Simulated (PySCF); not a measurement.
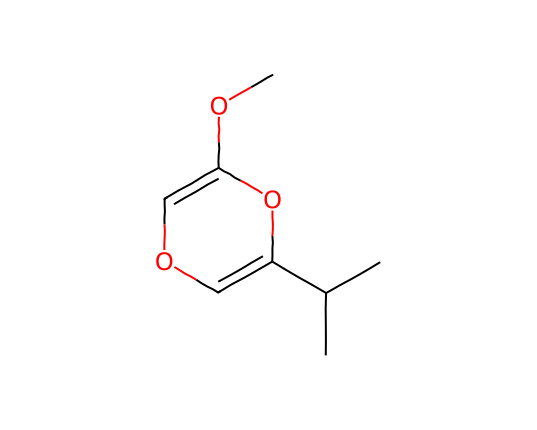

Skeletal drawing of a molecule.

Give its SMILES.

COC1=COC=C(C(C)C)O1

What is the molecular formula?

C8H12O3.

An optimisation with PBE0-D3(BJ)/def2-SVP gave a structure of which point group?

C1. Other conformers may differ.

The parts below concern this one geometry. Atoms keep their numbers from picture to picture. The computed structure is the end point of a PBE0-D3(BJ)/def2-SVP optimisation. No frequency run is at hand to confirm it as a minimum.

Shape

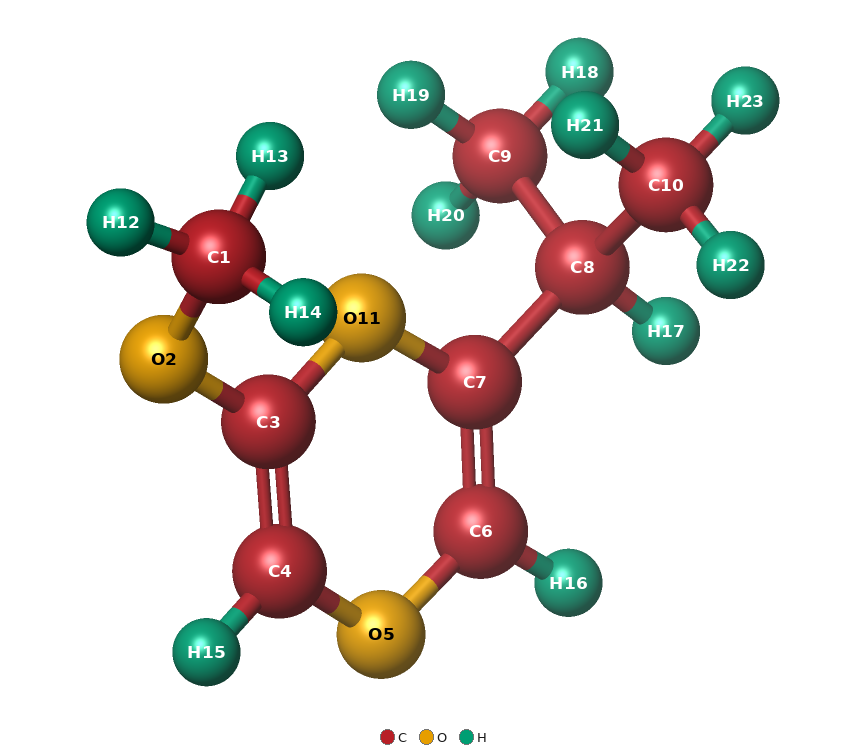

Numbered structure. No frequency run is at hand to confirm it as a minimum.

Give these bond angles: C1–O2–C3, O2–C1–H13, O2–C1–H14, O2–C3–C4, C3–C4–O5, C4–C3–O11, C4–O5–C6, C6–C7–O11, C8–C9–H18, C8–C9–H20, C8–C10–H21, C9–C8–H17.

```tsv
angle	degrees
C1–O2–C3	115.7
O2–C1–H13	111.5
O2–C1–H14	110.9
O2–C3–C4	123.2
C3–C4–O5	122.9
C4–C3–O11	123.3
C4–O5–C6	113.1
C6–C7–O11	121.6
C8–C9–H18	110.7
C8–C9–H20	111.1
C8–C10–H21	110.6
C9–C8–H17	108.6
```

NMR shielding

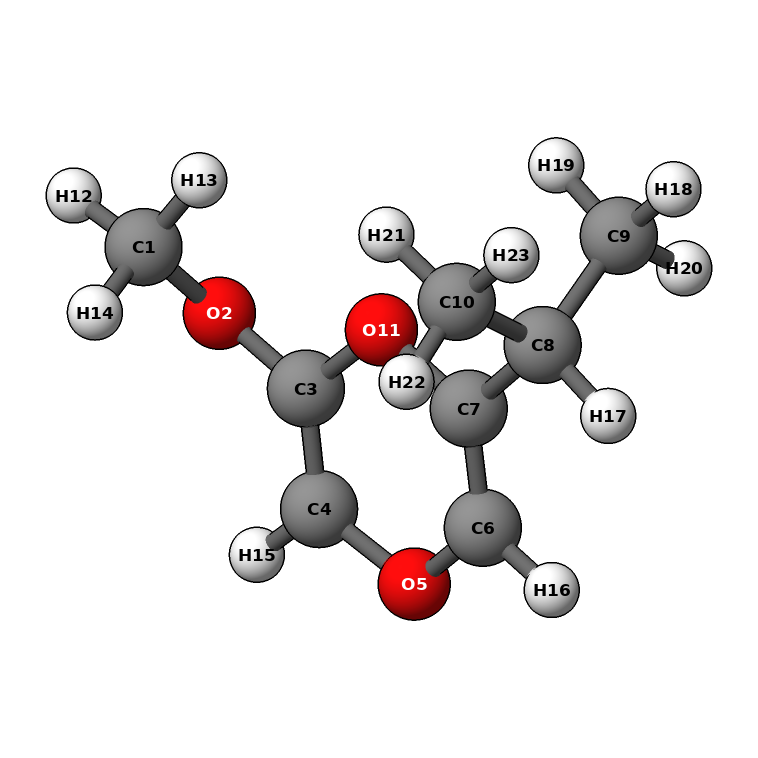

No frequency run is at hand to confirm it as a minimum. Level of theory: GIAO PBE0/pcSseg-1 NMR shielding, non-relativistic, IEF-PCM chloroform (PySCF 2.14.0). Principal shieldings σ11 ≤ σ22 ≤ σ33, span Ω = σ33 − σ11, skew κ = 3(σiso − σ22)/Ω.

Which O atom has the most anisotropic shielding?

O11, with a span of 167 ppm.

Give the shielding tensors of the O atoms.

```
atom    σ11    σ22    σ33   σiso      Ω      κ
  O2  211.4  273.5  313.5  266.2  102.1  −0.22
  O5  189.1  257.3  320.3  255.6  131.1  −0.04
 O11  144.1  171.9  311.2  209.1  167.1   0.67
```

Shieldings and span in ppm.

Dipole moment

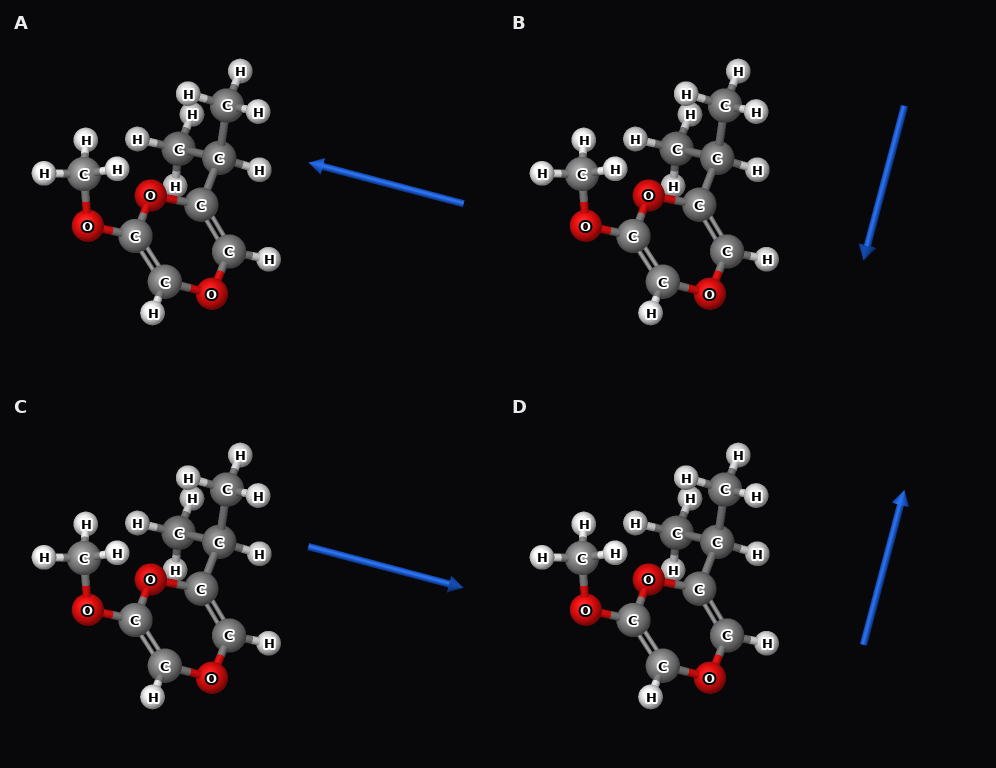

The same molecule four times, each with an arrow. No frequency run is at hand to confirm it as a minimum. Level of theory: PBE0/pcSseg-1 in chloroform (IEF-PCM) (PySCF 2.14.0).

Which arrow points along the dipole moment, from the negative to the positive end?

D. The dipole moment is 2.50 D.

Ring current

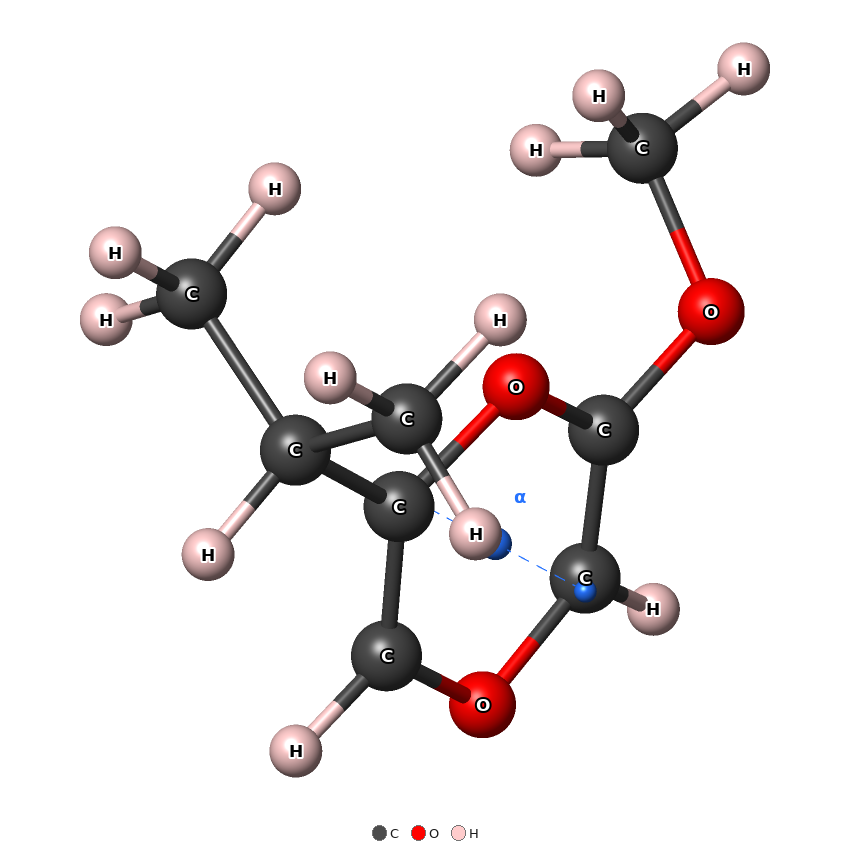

The small points mark where nucleus-independent chemical shifts (NICS) were computed: at the centre of each lettered ring and 1 Å above and below it. No frequency run is at hand to confirm it as a minimum. Method: GIAO PBE0/pcSseg-1 NMR shielding, non-relativistic, IEF-PCM chloroform (PySCF 2.14.0).

Give NICS(0), NICS(1) and the out-of-plane component NICS(1)zz for each ring (means of the two sides).

| ring | members | NICS(0) | NICS(1) | NICS(1)zz |
| --- | --- | --- | --- | --- |
| α | C4O2 | 6.3 | 4.0 | 18.5 |

Values in ppm.

What do the values say about the ring currents?

Ring α: paratropic, as in an antiaromatic ring. NICS is one index among several.
